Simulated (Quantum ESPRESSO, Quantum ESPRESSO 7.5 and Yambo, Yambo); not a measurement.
**MgO (Periclase): one start, several treatments of the self-energy**

How much does the gap of MgO (Periclase) depend on the approximation to the self-energy?

Method: PBE and many-body steps on it, plane waves, in Quantum ESPRESSO 7.5 and Yambo 5.3.0.

The database entry behind the starting cell differs from later determinations by our own check (about 0.1 % long), so it need not match the best structure at ambient conditions.

### Step 1. The starting structure

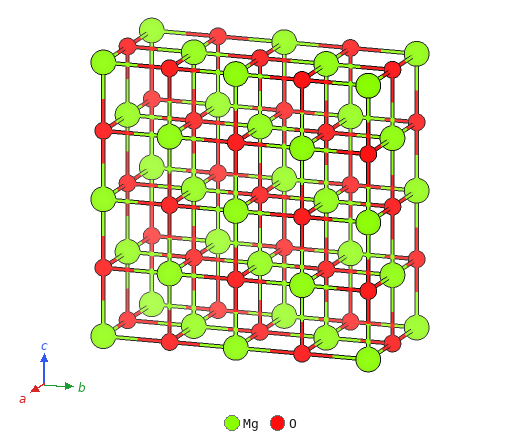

The cell as given, slightly off an axis (magnesium green, oxygen red). 1×2×2 cells are drawn. This picture shows the conventional cell, with its axes. Some periodic images of atoms are drawn too.

The cell and positions come from the Crystallography Open Database and are kept as given unless a step says otherwise.

### Step 2. Empty states on the mesh, 8×8×8 mesh, 229 bands

This step: Quantum ESPRESSO 7.5; DFT, PBE, plane waves, norm-conserving pseudopotentials.

The sums over transitions need many empty states on a uniform mesh; this step solves for them.

Input file pw.in:

```
&control
  calculation = 'nscf'
  prefix = 'x'
  outdir = 'o'
  pseudo_dir = 'pseudo'
/
&system
  ibrav = 0
  nat = 2
  ntyp = 2
  ecutwfc = 76.0
  nbnd = 229
  force_symmorphic = .true.
/
&electrons
  conv_thr = 1e-9
  electron_maxstep = 80
  diago_full_acc = .true.
  diago_thr_init = 5e-6
/
ATOMIC_SPECIES
  Mg 24.305 Mg.upf
  O 15.999 O.upf
CELL_PARAMETERS angstrom
  -0.0000000000 2.1085000000 2.1085000000
  2.1085000000 0.0000000000 2.1085000000
  2.1085000000 2.1085000000 0.0000000000
ATOMIC_POSITIONS crystal
  Mg 0.0000000000 0.0000000000 0.0000000000
  O 0.5000000000 0.5000000000 0.5000000000
K_POINTS automatic
  8 8 8 0 0 0
```

Command:

```sh
$ OMP_NUM_THREADS=1 mpirun -n 4 pw.x -nk 4 -in pw.in > pw.out
```

What it wrote:

```text
Program PWSCF v.7.5 starts

     This program is part of the open-source Quantum ESPRESSO suite
     for quantum simulation of materials; please cite
         "P. Giannozzi et al., J. Phys.:Condens. Matter 21 395502 (2009);
         "P. Giannozzi et al., J. Phys.:Condens. Matter 29 465901 (2017);
         "P. Giannozzi et al., J. Chem. Phys. 152 154105 (2020);
     in publications or presentations arising from this work. More details at

     Atomic positions and unit cell read from directory:
     o/x.save/

     Message from routine setup:
[...]
135.0737 136.9987 137.9351 137.9351 139.8454 139.8454 142.1593 145.3374
     [... 17 further rows ...]
   290.2844 290.6831 290.6831 291.0760 293.1617 293.1858 293.1858 293.7412
   294.1008 294.1008 294.7488 294.7488 295.0457

          k = 0.2652 0.2652-0.2652 (  1423 PWs)   bands (ev):

     [... further k-points ...]

     highest occupied, lowest unoccupied level (ev):     8.0109   12.7439

     XML data file, pseudopotentials, collected wavefunctions

=------------------------------------------------------------------------------=
   JOB DONE.
=------------------------------------------------------------------------------=
```

Wall time 28 s (4 MPI ranks of Arm Neoverse V1, shared host); peak memory 0.31 GiB.

Numbers from this step:

```
gap                                                           : 4.733 eV
k of the valence top                                          : 0, 0, 0
k of the conduction bottom                                    : 0, 0, 0
least direct gap                                              : 4.733 eV
k points computed                                             : 29
lowest point of the top converged band, above the valence top : 285.5615 eV
```

On this mesh the gap is 4.733 eV.

The density comes from a self-consistent run that is not shown.

### Step 3. Conversion and set-up

This step: Yambo 5.3.0; conversion and set-up on PBE, plane waves, norm-conserving pseudopotentials.

The states are converted to the many-body program's format and the q mesh is built.

Command:

```sh
$ (cd o/x.save; p2y > p2y.log; mv SAVE ../..); yambo > setup.log
```

What it wrote:

```text
 Yambo, version 5.3.0

 [02] CORE Variables Setup
 =========================

  [02.01] Unit cells
  ==================

  Cell kind             :  FCC
  Atoms in the cell     :  Mg  O
  number of Mg atoms    :  1
  number of O  atoms    :  1

  List of atomic masses
  Mass of Mg    :  24.30500
  Mass of O     :  15.99900

  List of atomic coordinates    : [cc]
  Mg1       :  0.000000  0.000000  0.000000  order 1
  O1       :  3.984488  3.984488  3.984488  order 2

  Alat factors          :  3.984488  3.984488  3.984488 [a.u.]
  Direct lattice volume :  126.5166 [a.u.]
[...]
Q [ 1]         [rlu]:  0.000000  0.000000  0.000000
 Q [ 2]         [rlu]:  0.76839E-18  0.76839E-18  0.12500
 Q [ 3]         [rlu]:  0.15368E-17  0.15368E-17  0.25000
[...]
Q [ 8]         [rlu]:  0.33016E-16  0.12500      0.37500
 Q [ 9]         [rlu]:  0.18382E-16  0.12500      0.50000
 Q [10]         [rlu]: -0.30736E-17  0.12500     -0.37500
     [... 17 further rows ...]
 Q [28]         [rlu]:  0.125000 -0.500000 -0.375000
 Q [29]         [rlu]:  0.250000 -0.500000 -0.250000

  [03.01] X indexes
  =================

   [03.01.01] Sigma indexes
   ========================

 [06] Game Over & Game summary
```

Elapsed: 2.2 s, on 1 MPI rank; peak memory 0.24 GiB.

### Step 4. G0W0, Godby-Needs plasmon pole

Now the one-shot GW correction: screening in the RPA, then the self-energy of the levels asked for.

This step: G0W0 on PBE, plane waves, norm-conserving pseudopotentials.

Input file gw2.in:

```
HF_and_locXC
gw0
dyson
ppa
em1d
rim_cut
RandQpts= 1000000
RandGvec= 1 RL
EXXRLvcs= 76 Ry
VXCRLvcs= 304 Ry
Chimod= "HARTREE"
% BndsRnXp
 1 | 98 |
%
NGsBlkXp= 17 Ry
% LongDrXp
 1 | 1 | 1 |
%
% GbndRnge
 1 | 98 |
%
DysSolver= "n"
ExtendOut
PPAPntXp= 27.21138 eV
% QPkrange
 1 | 1 | 7 | 10 |
%
```

Command:

```sh
$ OMP_NUM_THREADS=1 mpirun -n 4 yambo -F gw2.in -J gw2 -C gw2 > gw2.log
```

What it wrote:

```text
 Yambo, version 5.3.0

 [02] CORE Variables Setup
 =========================

  [... cell, symmetries and grids as in the set-up ...]

  [02.05] Energies & Occupations
  ==============================

  [X] === General ===
  [X] Electronic Temperature                        :  0.000000  0.000000 [eV K]
  [X] Bosonic    Temperature                        :  0.000000  0.000000 [eV K]
  [X] Finite Temperature mode                       : no
  [X] El. density                                   :  0.85343E+24 [cm-3]
  [X] Fermi Level                                   :  8.010855 [eV]

  [X] === Gaps and Widths ===
  [X] Conduction Band Min                           :  4.733022 [eV]
  [X] Valence Band Max                              :  0.000000 [eV]
  [X] Filled Bands                                  :   8
  [X] Empty Bands                                   :    9  229
  [X] Direct Gap                                    :  4.733022 [eV]
  [X] Direct Gap localized at k                     :  1
  [X] Indirect Gap                                  :  4.733022 [eV]
  [X] Indirect Gap between kpts                     :  1  1
  [X] Last valence band width                       :  1.746695 [eV]
  [X] 1st conduction band width                     :  6.928393 [eV]

 [03] Transferred momenta grid and indexing
 ==========================================

 IBZ Q-points                                      :  29
 BZ  Q-points                                      :   512

 K/Q-points units:
 rlu = crystal or reduced units; cc = cartesian coordinates; iku = interal k-units

 Q [ 1]         [rlu]:  0.000000  0.000000  0.000000
 Q [ 2]         [rlu]:  0.76839E-18  0.76839E-18  0.12500
 Q [ 3]         [rlu]:  0.15368E-17  0.15368E-17  0.25000
 Q [ 4]         [rlu]:  0.18382E-16 -0.37129E-16  0.37500
 Q [ 5]         [rlu]: -0.30736E-17 -0.30736E-17 -0.50000
 Q [ 6]         [rlu]:  0.47341E-17  0.12500      0.12500
 Q [ 7]         [rlu]:  0.21585E-16  0.12500      0.25000
 Q [ 8]         [rlu]:  0.33016E-16  0.12500      0.37500
 Q [ 9]         [rlu]:  0.18382E-16  0.12500      0.50000
 Q [10]         [rlu]: -0.30736E-17  0.12500     -0.37500
     [... 17 further rows ...]
 Q [28]         [rlu]:  0.125000 -0.500000 -0.375000
 Q [29]         [rlu]:  0.250000 -0.500000 -0.250000

 [04] Coloumb potential Random Integration (RIM)
 ===============================================

  [04.01] RIM initialization
  ==========================

  * Diagonal components only detected *

  8 x (sBL volume)        :  0.030635 [a.u.]
  sBZ random points       :  1000000
  Points outside the sBZ  :   7968281
  RL volume               :  1.960614 [a.u.]
  Integrated volume       :  1.968419 [a.u.]

  [04.02] RIM integrals
  =====================

  Gamma point sphere radius             :  0.056757 [a.u.]
  Points outside the sphere             :   800476
  [Int_sBZ(q=0) 1/q^2]*(Vol_sBZ)^(-1/3) =:  7.776341
                                 should be <:  7.795600

  Summary of Coulomb integrals for non-metallic bands |Q|[au] RIM/Bare

  Q [1] 0.100000E-4 0.997530 * Q [2] 0.170706 1.068480
  Q [6] 0.197114 1.068537 * Q [12] 0.278761 1.030488
  Q [7] 0.326877 1.023143 * Q [3] 0.341411 1.020326
  Q [13] 0.394228 1.017560 * Q [11] 0.429600 1.014854
  Q [22] 0.440760 1.014341 * Q [8] 0.482829 1.012352
  Q [14] 0.512117 1.011710 * Q [4] 0.512117 1.011198
[...]
Q [27] 0.710705 1.008052 * Q [24] 0.737533 1.007704
  Q [26] 0.757031 1.007444 * Q [21] 0.788456 1.006999
  Q [28] 0.812722 1.006778 * Q [20] 0.836284 1.006949
  Q [29] 0.881520 1.006313

 [WARNING] [Xp] User bands 1-98 break level degeneracy

 [05] Dipoles
 ============

  [05.01] Setup: observables and procedures
  =========================================

 [06] Dynamic Dielectric Matrix (PPA)
 ====================================

 [WR./gw2//ndb.pp]---------------------------------------------------------------
  Brillouin Zone Q/K grids (IBZ/BZ)                :    29   512    29   512
  RL vectors                                       :  1893 [WF]
  Coulomb cutoff potential                         : none
  Electronic Temperature                           :  0.000000 [K]
  Bosonic    Temperature                           :  0.000000 [K]
  PPA    diel. fun.  energies                      : Perdew, Burke & Ernzerhof(X)+Perdew, Burke & Ernzerhof(C)
  wavefunctions                                    : Perdew, Burke & Ernzerhof(X)+Perdew, Burke & Ernzerhof(C)
  Global Gauge                                     : length
  X matrix size                                    :  181
  X band range                                     :    1   98
  X e/h energy range                               : -1.000000 -1.000000 [eV]
  X Time ordering                                  : R
  X Hxc Kernel                                     : HARTREE
  X Drude frequency                                :  0.000000  0.000000
  X poles                                          :  100.0000 [o/o]
  RL vectors in the sum                            :  1893
  [r,Vnl] included                                 : yes
  Field direction                                  :  0.577350E-5  0.577350E-5  0.577350E-5
  BZ energy Double Grid                            : no
  BZ energy DbGd points                            : 0
  BZ Q point size factor                           : -1.000000
  X Optical Averaged directions                    : none

 [07] Local Exchange-Correlation + Non-Local Fock
 ================================================

 [VXC] Plane waves :  11311
 [EXS] Plane waves :  1459

 QP @ state[ 1 ] K range:  1  1
 QP @ state[ 1 ] b range:   7  10

 [xc] Functional : Perdew, Burke & Ernzerhof(X)+Perdew, Burke & Ernzerhof(C)
 [xc] LIBXC used to calculate xc functional
  PP Number of Atomic Species                      :  2
  NLCC RL compoments                               :  11311
  PP Number of Atomic Species                      :  2
  NLCC RL compoments                               :  11311

 [xc] E_xc :  -11.58431 [Ha]
      E_xc :  -23.16862 [Ry]

  Local XC kind (lXC) : Perdew, Burke & Ernzerhof(X)+Perdew, Burke & Ernzerhof(C)
  Non-Local XC kind (nlXC) : Hartree-Fock

  Corrections @ K [1] :  [eV]
 <7|nlXC|7> = -25.55441 -0.90987E-17 <7|lXC|7> = -20.10731 -0.37763E-15
 <8|nlXC|8> = -25.55440 -0.10858E-16 <8|lXC|8> = -20.10731 -0.22422E-19
 <9|nlXC|9> = -8.973814  0.85333E-18 <9|lXC|9> = -13.45261 -0.37748E-15
 <10|nlXC|10> = -3.695781  0.61250E-18 <10|lXC|10> = -9.568466 -0.28151E-19

 [08] Dyson equation: Newton solver
 ==================================

  [08.01] G0W0 (W PPA)
  ====================

  [  GW  ] Bands range     :    1   98
  [GW/PPA] G damping       :  0.100000 [eV]

  QP @ state[ 1 ] K range:  1  1
  QP @ state[ 1 ] b range:   7  10

   Sc/G bands                                       :    1   98
   Sc/G damping                                     :  0.100000 ev
   Sc bands terminator                              : no
   Sx RL components                                 :  1459

   QP @ state[ 1 ] K range                          :  1  1
   QP @ state[ 1 ] b range                          :   7  10
   GF energies kind                                 : Perdew, Burke & Ernzerhof(X)+Perdew, Burke & Ernzerhof(C)
   GF WF`s kind                                     : Perdew, Burke & Ernzerhof(X)+Perdew, Burke & Ernzerhof(C)
   Xs energies kind                                 : Perdew, Burke & Ernzerhof(X)+Perdew, Burke & Ernzerhof(C)
   Xs WF`s kind                                     : Perdew, Burke & Ernzerhof(X)+Perdew, Burke & Ernzerhof(C)

 [11] Game Over & Game summary
```

Run time: 8.1 min. Hardware: 4 MPI ranks; peak memory 1.6 GiB.

This step gave:

| Item | Value |
| --- | --- |
| G0W0 gap on the points computed | 6.974 eV |
| starting gap on the mesh | 4.733 eV |
| k of the valence top | 0, 0, 0 |
| k of the conduction bottom | 0, 0, 0 |
| least direct G0W0 gap on the computed points | 6.974 eV |
| Z at the valence top | 0.8007 |
| Z at the conduction bottom | 0.8502 |

The gap on the mesh goes from 4.73 eV to 6.97 eV, a correction of +2.24 eV.

### Step 5. One-shot COHSEX

This step: one-shot COHSEX on PBE, plane waves, norm-conserving pseudopotentials.

Input file gw4.in:

```
HF_and_locXC
gw0
dyson
cohsex
em1s
rim_cut
RandQpts= 1000000
RandGvec= 1 RL
EXXRLvcs= 76 Ry
VXCRLvcs= 304 Ry
Chimod= "HARTREE"
% BndsRnXs
 1 | 98 |
%
NGsBlkXs= 17 Ry
% LongDrXs
 1 | 1 | 1 |
%
% GbndRnge
 1 | 98 |
%
DysSolver= "n"
ExtendOut
% QPkrange
 1 | 1 | 7 | 10 |
%
```

Command:

```sh
$ OMP_NUM_THREADS=1 mpirun -n 4 yambo -F gw4.in -J gw4 -C gw4 > gw4.log
```

What it wrote:

```text
 Yambo, version 5.3.0

 [02] CORE Variables Setup
 =========================

  [... cell, symmetries and grids as in the set-up ...]

  [02.05] Energies & Occupations
  ==============================

  [X] === General ===
  [X] Electronic Temperature                        :  0.000000  0.000000 [eV K]
  [X] Bosonic    Temperature                        :  0.000000  0.000000 [eV K]
  [X] Finite Temperature mode                       : no
  [X] El. density                                   :  0.85343E+24 [cm-3]
  [X] Fermi Level                                   :  8.010855 [eV]

  [X] === Gaps and Widths ===
  [X] Conduction Band Min                           :  4.733022 [eV]
  [X] Valence Band Max                              :  0.000000 [eV]
  [X] Filled Bands                                  :   8
  [X] Empty Bands                                   :    9  229
  [X] Direct Gap                                    :  4.733022 [eV]
  [X] Direct Gap localized at k                     :  1
  [X] Indirect Gap                                  :  4.733022 [eV]
  [X] Indirect Gap between kpts                     :  1  1
  [X] Last valence band width                       :  1.746695 [eV]
  [X] 1st conduction band width                     :  6.928393 [eV]

 [03] Transferred momenta grid and indexing
 ==========================================

 IBZ Q-points                                      :  29
 BZ  Q-points                                      :   512

 K/Q-points units:
 rlu = crystal or reduced units; cc = cartesian coordinates; iku = interal k-units

 Q [ 1]         [rlu]:  0.000000  0.000000  0.000000
 Q [ 2]         [rlu]:  0.76839E-18  0.76839E-18  0.12500
 Q [ 3]         [rlu]:  0.15368E-17  0.15368E-17  0.25000
[...]
BZ Q point size factor                           : -1.000000
  X Optical Averaged directions                    : none

 [07] Local Exchange-Correlation + Non-Local Fock
 ================================================

 [VXC] Plane waves :  11311
 [EXS] Plane waves :  1459

 QP @ state[ 1 ] K range:  1  1
 QP @ state[ 1 ] b range:   7  10

 [xc] Functional : Perdew, Burke & Ernzerhof(X)+Perdew, Burke & Ernzerhof(C)
 [xc] LIBXC used to calculate xc functional
  PP Number of Atomic Species                      :  2
  NLCC RL compoments                               :  11311
  PP Number of Atomic Species                      :  2
  NLCC RL compoments                               :  11311

 [xc] E_xc :  -11.58431 [Ha]
      E_xc :  -23.16862 [Ry]

  Local XC kind (lXC) : Perdew, Burke & Ernzerhof(X)+Perdew, Burke & Ernzerhof(C)
  Non-Local XC kind (nlXC) : Hartree-Fock

  Corrections @ K [1] :  [eV]
 <7|nlXC|7> = -25.55441 -0.90987E-17 <7|lXC|7> = -20.10731 -0.37763E-15
 <8|nlXC|8> = -25.55440 -0.10858E-16 <8|lXC|8> = -20.10731 -0.22422E-19
 <9|nlXC|9> = -8.973814  0.85333E-18 <9|lXC|9> = -13.45261 -0.37748E-15
 <10|nlXC|10> = -3.695781  0.61250E-18 <10|lXC|10> = -9.568466 -0.28151E-19

 [08] Dyson equation: Newton solver
 ==================================

 [Newton] Sc step       :  0.100000 [eV]
 [Newton] Sc steps      :  1

  [08.01] G0W0 (COHSEX)
  =====================

  [  GW  ] Bands range     :   1  10

  QP @ state[ 1 ] K range:  1  1
  QP @ state[ 1 ] b range:   7  10

   Sc Empty Bands                                   : no
   Sc bands terminator                              : no
   Sx RL components                                 :  1459

   QP @ state[ 1 ] K range                          :  1  1
   QP @ state[ 1 ] b range                          :   7  10
   GF WF`s kind                                     : Perdew, Burke & Ernzerhof(X)+Perdew, Burke & Ernzerhof(C)
   Xs energies kind                                 : Perdew, Burke & Ernzerhof(X)+Perdew, Burke & Ernzerhof(C)
   Xs WF`s kind                                     : Perdew, Burke & Ernzerhof(X)+Perdew, Burke & Ernzerhof(C)

 [11] Game Over & Game summary
```

It took 6.9 min on 4 MPI ranks; peak memory 1.5 GiB.

This step gave:

| Property | Result |
| --- | --- |
| quasiparticle gap on the points computed | 9.065 eV |
| starting gap on the mesh | 4.733 eV |
| k of the valence top | 0, 0, 0 |
| k of the conduction bottom | 0, 0, 0 |
| least direct quasiparticle gap on the computed points | 9.065 eV |
| Z at the valence top | 1 |
| Z at the conduction bottom | 1 |

Against G0W0 in Yambo (8×8×8 mesh, 98 bands, screening to 231.3 eV, Godby-Needs plasmon pole), the gap moves by +2.091 eV.

### Step 6. One-shot Hartree-Fock

This step: one-shot Hartree-Fock on PBE, plane waves, norm-conserving pseudopotentials.

Input file gw5.in:

```
HF_and_locXC
rim_cut
RandQpts= 1000000
RandGvec= 1 RL
EXXRLvcs= 76 Ry
VXCRLvcs= 304 Ry
% QPkrange
 1 | 1 | 7 | 10 |
%
```

Command:

```sh
$ OMP_NUM_THREADS=1 mpirun -n 4 yambo -F gw5.in -J gw5 -C gw5 > gw5.log
```

What it wrote:

```text
 Yambo, version 5.3.0

 [02] CORE Variables Setup
 =========================

  [... cell, symmetries and grids as in the set-up ...]

  [02.05] Energies & Occupations
  ==============================

  [X] === General ===
  [X] Electronic Temperature                        :  0.000000  0.000000 [eV K]
  [X] Bosonic    Temperature                        :  0.000000  0.000000 [eV K]
  [X] Finite Temperature mode                       : no
  [X] El. density                                   :  0.85343E+24 [cm-3]
[...]
NLCC RL compoments                               :  11311
  PP Number of Atomic Species                      :  2
  NLCC RL compoments                               :  11311

 [xc] E_xc :  -11.58431 [Ha]
      E_xc :  -23.16862 [Ry]

  Local XC kind (lXC) : Perdew, Burke & Ernzerhof(X)+Perdew, Burke & Ernzerhof(C)
  Non-Local XC kind (nlXC) : Hartree-Fock

  Corrections @ K [1] :  [eV]
 <7|nlXC|7> = -25.55441 -0.90987E-17 <7|lXC|7> = -20.10731 -0.37763E-15
 <8|nlXC|8> = -25.55440 -0.10858E-16 <8|lXC|8> = -20.10731 -0.22422E-19
 <9|nlXC|9> = -8.973814  0.85333E-18 <9|lXC|9> = -13.45261 -0.37748E-15
 <10|nlXC|10> = -3.695781  0.61250E-18 <10|lXC|10> = -9.568466 -0.28151E-19

 [08] Game Over & Game summary
```

It took 6 s on 4 MPI ranks; peak memory 1.4 GiB; 24 s of CPU time.

This step gave:

| Item | Value |
| --- | --- |
| quasiparticle gap on the mesh | 14.66 eV |
| starting gap on the mesh | 4.733 eV |
| k of the valence top | 0, 0, 0 |
| k of the conduction bottom | 0, 0, 0 |
| least direct quasiparticle gap on the computed points | 14.66 eV |

Against G0W0 in Yambo (8×8×8 mesh, 98 bands, screening to 231.3 eV, Godby-Needs plasmon pole), the gap moves by +7.685 eV.

### Step 7. Side by side

Times are wall times on 4 MPI ranks of Arm Neoverse V1, shared host, good to a factor of about two.

| run | mesh | bands | screening cutoff (eV) | DFT gap (eV) | gap on the mesh (eV) | direct (eV) | time |
| --- | --- | --- | --- | --- | --- | --- | --- |
| G0W0, Godby-Needs plasmon pole | 8×8×8 | 98 | 231.3 | 4.733 | 6.974 | 6.974 | 8.1 min |
| one-shot COHSEX | 8×8×8 | 98 | 231.3 | 4.733 | 9.065 | 9.065 | 6.9 min |
| one-shot Hartree-Fock | 8×8×8 | - | - | 4.733 | 14.659 | 14.659 | 6 s |

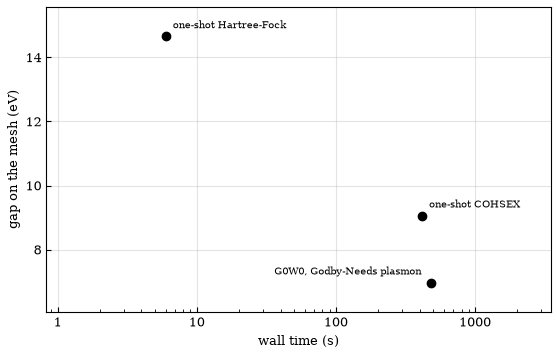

Result against wall time.

### Step 8. What came out

| Property | Result |
| --- | --- |
| G0W0, Godby-Needs plasmon pole | 6.974 eV |
| one-shot COHSEX | 9.065 eV |
| one-shot Hartree-Fock | 14.659 eV |
| known limits | not at the basis limit |

What this shows: One-shot COHSEX: +2.091 eV against G0W0, Godby-Needs plasmon pole. One-shot Hartree-Fock: +7.685 eV against G0W0, Godby-Needs plasmon pole. Bare exchange alone opens the gap to 14.66 eV; against G0W0, correlation takes back 7.68 eV. Static COHSEX lies above G0W0: it lacks the factor Z and overstates the Coulomb hole of the filled states. Bands and cutoff are finite, so the gap is not at the basis limit. The miss can reach some tenths of an eV and take either sign; the mesh is an error of its own.

[Paths, hosts, dates, memory and timing lines, banners, echoed tables and standing remarks are left out of the program output.]

[Logs are printed without paths, hosts, clocks, repeated set-up lines and the standing remarks that a program may print on its own settings, such as how far it seeks lower states.]

[Runs of the session that timed out or met a known fault of the program may be left out.]

[Hosts, paths, dates, database ids (printed as entryN), source tags and the programs' standing remarks are cut or masked in the printed files.]
